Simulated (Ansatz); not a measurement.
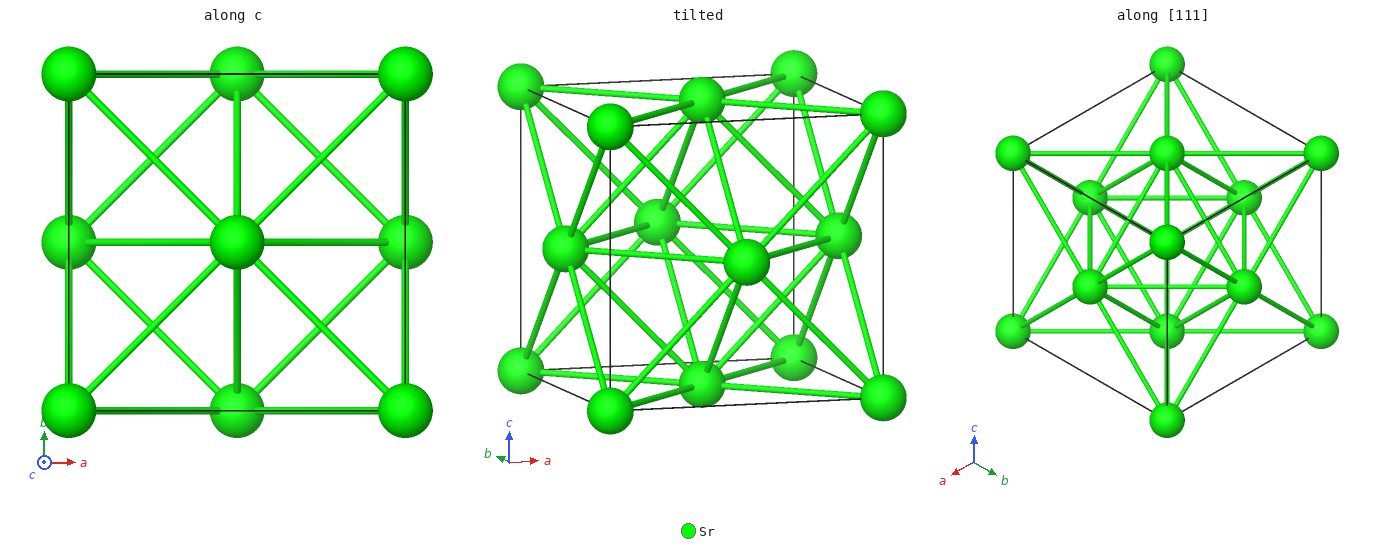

Crystal structure, ball-and-stick style, seen along the c axis, slightly off an axis and along [111]. The wireframe shows the conventional unit cell.

Count the atoms in the cell.

Answer. 4 (strontium), counting shared atoms by their share.

Identify the Bravais lattice.

Answer. Face-centred cubic.

Which of the 230 space groups is it?

Answer. Fm-3m (No. 225), with Sr on 4a.

Identify the structure type.

Answer. Face-centred cubic (Cu type).

Does the bonding give isolated units, chains, sheets or a framework?

Answer. The bonds build a three-dimensional framework.

The initial geometry was the standard structure of this element. Earlier steps of the study may have refined or changed the cell and positions. It was run through Ansatz as a DFT input.
